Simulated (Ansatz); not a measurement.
**doublet AlSbH3F+ at 6 levels**

We compute a comparison of 6 runs (UHF/STO-3G, UB3LYP/def2-SVP, UCAM-B3LYP/def2-SVP, UPBE/def2-SVP, UMP2/def2-SVP, UCCSD/def2-SVP) of doublet AlSbH3F+. 

The results are computed with Ansatz 0.2.0.

60 further runs of the same task are left out: 60 set aside as unsound or not needed.

## 1. The structure to begin with

AlSbH3F+: 6 atoms, total charge +1, spin state doublet. SMILES of the parent species: `[F][AlH][SbH2]`. Geometry: relaxed at PBE0-D4/def2-TZVP. This is one conformer, not always the lowest. That shape belongs to the parent species and isn't relaxed for this state.

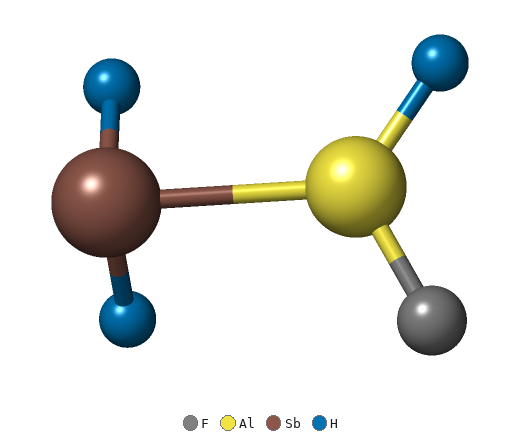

The structure, seen from a chosen angle (fluorine grey, aluminium yellow, antimony brown, hydrogen blue).

## 2. The energy at UHF/STO-3G (run 1)

input.yaml reads:

```yaml
basis:
  gaussian:
    orbitals: STO-3G
crystal:
  periodic: [false, false, false]
  atoms:
    - symbol: F
      position_ang: [-1.114600, -1.632400, 1.262300]
    - symbol: Al
      position_ang: [-0.336100, -1.039300, -0.069800]
    - symbol: Sb
      position_ang: [1.279900, 1.003700, 0.334800]
    - symbol: H
      position_ang: [-0.594800, -1.800700, -1.431700]
    - symbol: H
      position_ang: [0.842100, 1.592000, -1.209900]
    - symbol: H
      position_ang: [-0.034400, 1.812900, 1.068100]
total_charge: 1
magnetization:
  spin_polarized: true
  initial_magnetization: 1
hamiltonian:
  xc: hf
accuracy: high
output: {orbitals: {seedname: orbitals}}
```

Run with:

```console
ansatz run input.yaml --threads 1 --pin off --max-ram 3480MiB --events-out events.jsonl --progress --plain --runs-dir runs
```

Standard output:

```text
Warning: RAYON_NUM_THREADS=1 ignored (pool sized by the plan → 1); use --threads N
Functional definition: HF
  name "HF"
  exchange = exact_x
  correlation = 0
641 factors; integrals over basis functions are off by at most 3.4e-8 eV
mean field evaluation 1: about -179319.0337 eV, gradient 1.9e1 eV
mean field evaluation 2: about -179319.0569 eV, gradient 1.9e1 eV
mean field evaluation 4: about -179323.1630 eV, gradient 2.0e0 eV
mean field evaluation 8: about -179323.3135 eV, gradient 8.8e-2 eV
mean field evaluation 16: about -179323.3098 eV, gradient 2.2e-8 eV
mean field evaluation 32: about -179321.8411 eV, gradient 8.8e-1 eV
mean field -179323.30982975 eV, -6590.0100865381 hartree, gradient 2.2e-8 eV, S^2 0.762790; 0 other end points of the search recorded, 0 dependent functions left out
reference -179323.30982975 eV, -6590.0100865381 hartree; 38, 37 occupied and 6, 7 virtual orbitals, 641 factors
Total energy: -179323.30982975 eV, -6590.0100865381 hartree
```

Wall time 1.3 s (1 thread of Arm Neoverse V1, shared host); peak memory 0.13 GiB.

## 3. A single-point energy at UB3LYP/def2-SVP (core potential) (run 2)

job.yaml reads:

```yaml
crystal:
  periodic: [false, false, false]
  atoms:
    - {symbol: F, position_ang: [-1.114600, -1.632400, 1.262300]}
    - {symbol: Al, position_ang: [-0.336100, -1.039300, -0.069800]}
    - {symbol: Sb, position_ang: [1.279900, 1.003700, 0.334800]}
    - {symbol: H, position_ang: [-0.594800, -1.800700, -1.431700]}
    - {symbol: H, position_ang: [0.842100, 1.592000, -1.209900]}
    - {symbol: H, position_ang: [-0.034400, 1.812900, 1.068100]}
basis:
  gaussian:
    orbitals: def2-SVP
total_charge: 1
magnetization:
  spin_polarized: true
  initial_magnetization: 1
hamiltonian:
  xc: {name: B3LYP}
accuracy: high
output: {orbitals: {seedname: orbitals}}
```

Run with:

```console
ansatz run job.yaml --threads 1 --pin off --max-ram 3480MiB --events-out events.jsonl --progress --plain --runs-dir runs
```

Standard output:

```text
Warning: RAYON_NUM_THREADS=1 ignored (pool sized by the plan → 1); use --threads N
Functional definition: B3LYP
  name "B3LYP"
  parameter a0 = 0.2
  parameter ax = 0.72
  parameter ac = 0.81
  exchange = (1 - a0 - ax)*slater_x + ax*b88_x + a0*exact_x
  correlation = (1 - ac)*vwn_rpa_c + ac*lyp_c
1642 factors; integrals over basis functions are off by at most 3.6e-9 eV
mean field evaluation 1: about -15881.8235 eV, gradient 5.2e1 eV
mean field evaluation 2: about -15679.4426 eV, gradient 1.8e2 eV
mean field evaluation 4: about -15891.2140 eV, gradient 3.9e0 eV
mean field evaluation 8: about -15891.3715 eV, gradient 1.7e-1 eV
mean field evaluation 16: about -15891.3724 eV, gradient 1.4e-3 eV
mean field -15891.37243675 eV, -583.9971654913 hartree, gradient 8.8e-8 eV, S^2 0.757290; 0 other end points of the search recorded, 0 dependent functions left out
reference -15891.37247637 eV, -583.9971669473 hartree; 24, 23 occupied and 49, 50 virtual orbitals, 1642 factors
Total energy: -15891.37247637 eV, -583.9971669473 hartree
```

Run time: 14 s. Hardware: 1 thread of Arm Neoverse V1, shared host; peak memory 0.34 GiB.

Runs 3 to 5 aren't shown in full; the table further down has their settings and results.

## 4. A single-point energy at UCCSD/def2-SVP (core potential) (run 6)

input.yaml reads:

```yaml
crystal:
  periodic: [false, false, false]
  atoms:
    - {symbol: F, position_ang: [-1.114600, -1.632400, 1.262300]}
    - {symbol: Al, position_ang: [-0.336100, -1.039300, -0.069800]}
    - {symbol: Sb, position_ang: [1.279900, 1.003700, 0.334800]}
    - {symbol: H, position_ang: [-0.594800, -1.800700, -1.431700]}
    - {symbol: H, position_ang: [0.842100, 1.592000, -1.209900]}
    - {symbol: H, position_ang: [-0.034400, 1.812900, 1.068100]}
basis:
  gaussian: {orbitals: def2-SVP}
total_charge: 1
magnetization: {spin_polarized: true, initial_magnetization: 1}
correlation: {method: ccsd, frozen_orbitals: {Al: 5, F: 1, H: 0, Sb: 4}}
accuracy: high
scf: {omitted_lower_state_checks: [cluster_reference, increment]}
```

Run with:

```console
ansatz run input.yaml --threads 1 --pin off --max-ram 3480MiB --events-out events.jsonl --progress --plain --runs-dir runs
```

Standard output:

```text
Warning: RAYON_NUM_THREADS=1 ignored (pool sized by the plan → 1); use --threads N
[... 12 lines left out ...]
10 core orbitals not correlated: weight in the atoms' cores, before any rotation towards them, 1.000 or more for the frozen orbitals, at most 0.000 for the correlated occupied ones
[... 34 lines left out ...]
Total energy: -15846.21672269 eV, -582.3377236075 hartree
Checks for a lower state left out: cluster_reference, increment
```

It took 41 s on 1 thread of Arm Neoverse V1, shared host; peak memory 0.58 GiB.

## 5. All runs side by side

```
run                                 level  core potential  frozen core orbitals   energy (Eh)  HOMO energy (eV)  LUMO energy (eV)   ⟨S²⟩  wall time
  1                            UHF/STO-3G            none                     –  -6590.010087            -13.98             -4.83  0.763      1.3 s
  2      UB3LYP/def2-SVP (core potential)        def2-SVP                     –   -583.997167            -13.79            -11.49  0.757       14 s
  3  UCAM-B3LYP/def2-SVP (core potential)        def2-SVP                     –   -583.854775            -15.27            -10.27  0.762       18 s
  4        UPBE/def2-SVP (core potential)        def2-SVP                     –   -583.652347            -12.84            -11.90  0.754       10 s
  5        UMP2/def2-SVP (core potential)        def2-SVP                    10   -582.304401                 –                 –  0.778      3.9 s
  6       UCCSD/def2-SVP (core potential)        def2-SVP                    10   -582.337724                 –                 –  0.778       41 s
```

## 6. Summary of results

| quantity | value |
| --- | --- |
| run 6: total energy | -582.33772 Eh |
| run 6: correlation energy (10 core orbitals frozen) | -383.3 mEh |
| run 6: ⟨S²⟩ of the reference determinant | 0.778 |
| run 6: T1 diagnostic | 0.016 |

Totals of different functionals can't be ranked against each other. Some runs of one species differ in core potentials or relativity; totals across that change don't compare. In run 1 the basis is minimal, so the values are rough. In run 1 relativity is left out where basis or elements ask for it. All runs together took 89 s, the longest 41 s.
